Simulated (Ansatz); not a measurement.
Base system: MgTe in the wurtzite structure (space group P6_3mc, No. 186; a = 4.561 Å, c = 7.412 Å).

One thing is altered: an isotropic linear strain of +1.80 %, atoms relaxed at fixed cell.

Method: PBEsol, PAW, 420 eV (Ansatz, a program for electronic structure; spin-orbit coupling left out).

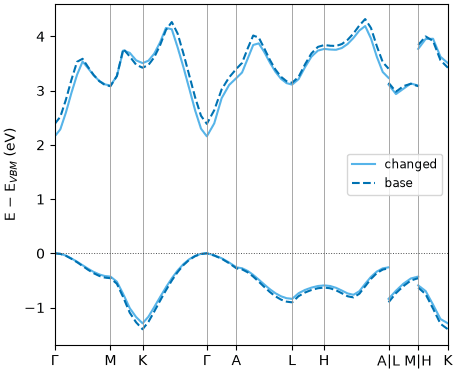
Fig. 1. Highest valence and lowest conduction band along the path, each from its own valence-band maximum

### Question
Read the changed gap and its character from the plot.

### Answer
About 2.2 eV, direct at Γ.

Spin-orbit coupling, missing from the scalar runs, can matter with Te. Whether these cells are dynamically stable was not tested.
